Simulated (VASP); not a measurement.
Band structure of ZrPt₃ (space group Pm-3m). Level of theory: PBEsol GGA, VASP's PBE PAW potentials (set 64) (plane waves; VASP).

Unless said otherwise, spin-orbit coupling is left out, though it shifts the bands of the heavy elements here.

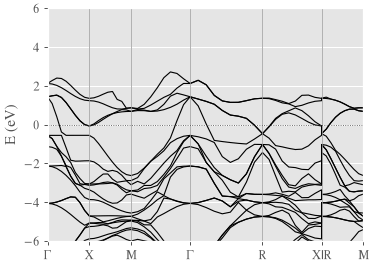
Figure. Bands along high-symmetry lines, zero at the valence-band maximum or, without a gap, the Fermi level

Question: Read the plot: is there a gap, and where are the band edges?

Answer: It has no gap at this level: it comes out as a metal or semimetal.

The structure comes from a measured ZrPt3 entry of the Crystallography Open Database, whose conditions weren't checked. The cell was not relaxed at this level.
